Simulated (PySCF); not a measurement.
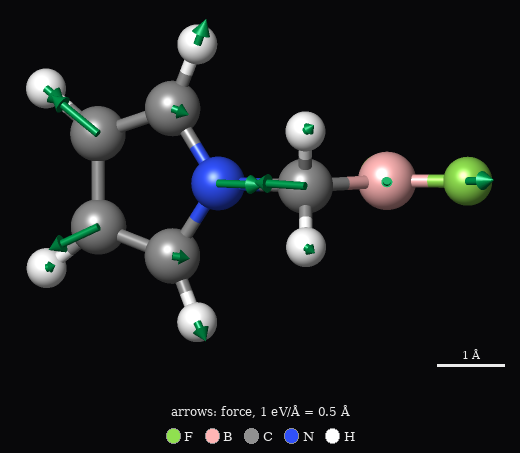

Starting geometry of C5H6BF2N with the computed forces as green arrows. The picture is a ball-and-stick view, seen at a tilt.

The start comes from GFN2-xTB. Its atoms were then displaced at random by about 0.01 Å.

Computed with PBE0-D3(BJ)/def2-SVP geometry optimisation, gas phase in PySCF 2.14.0, density-fitted response routines. 

Q: Is this structure relaxed? If not, where do the atoms go?

A: It isn't relaxed: the largest force vector, on a C atom, is 1.96 eV/Å. The final displacements have little in common with the starting forces (cosine between the two patterns 0.20). The energy falls by 3.44 kcal/mol in 9 geometry steps. The largest move after the best rigid fit is that of an F atom, 0.18 Å. By element the largest moves are F 0.18 Å, H 0.13 Å, B 0.06 Å, C 0.05 Å, N 0.05 Å. Some distances before and after: C–N 1.481 → 1.441 Å, C–H 1.112 → 1.088 Å, C–C 1.400 → 1.420 Å, C–C 1.361 → 1.379 Å. Bond angles that change, for instance: F–B–F 113.6° → 117.8°, F–B–C 126.1° → 122.6°, N–C–H 106.8° → 110.1°. Cost: 3 min on 1 thread of Arm Neoverse N1, with other jobs on the host.
